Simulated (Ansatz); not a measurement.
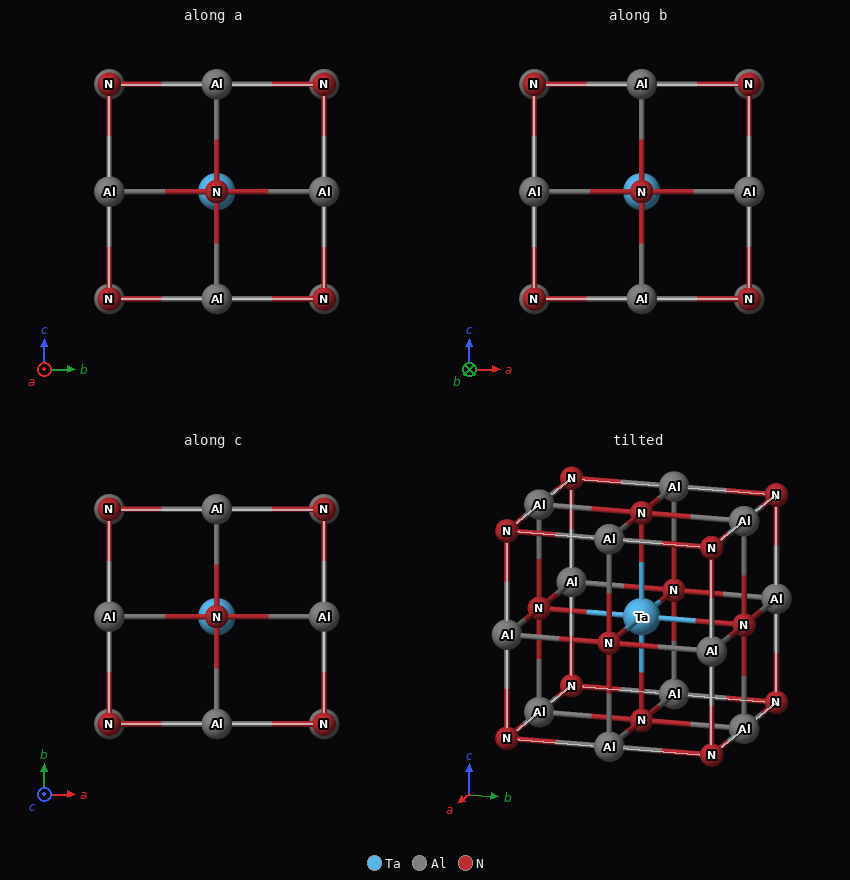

Structure drawing (ball-and-stick), viewed along the a axis, along the b axis, along the c axis and slightly off an axis. The conventional unit cell is outlined; an atom on or near a face, edge or corner is repeated at each equivalent position.

Lattice parameters: a = 4.218 Å, b = 4.218 Å, c = 4.218 Å, α = 90.00°, β = 90.00°, γ = 90.00°. Put a along x and b in the xy plane.

**Give the structure in the form of a POSCAR file.**

```
Ta Al N
1.0
     4.218    0.000    0.000
     0.000    4.218    0.000
     0.000    0.000    4.218
Ta Al N
1 3 4
Direct
  0.5000 0.5000 0.5000
  0.0000 0.5000 0.0000
  0.0000 0.0000 0.5000
  0.5000 0.0000 0.0000
  0.5000 0.0000 0.5000
  0.0000 0.0000 0.0000
  0.5000 0.5000 0.0000
  0.0000 0.5000 0.5000
```

Origin of the cell: a structure type filled with these elements by a generator (whether the compound takes this form wasn't checked). Earlier steps of the study may have refined or changed the cell and positions. It was run through Ansatz as a DFT input.
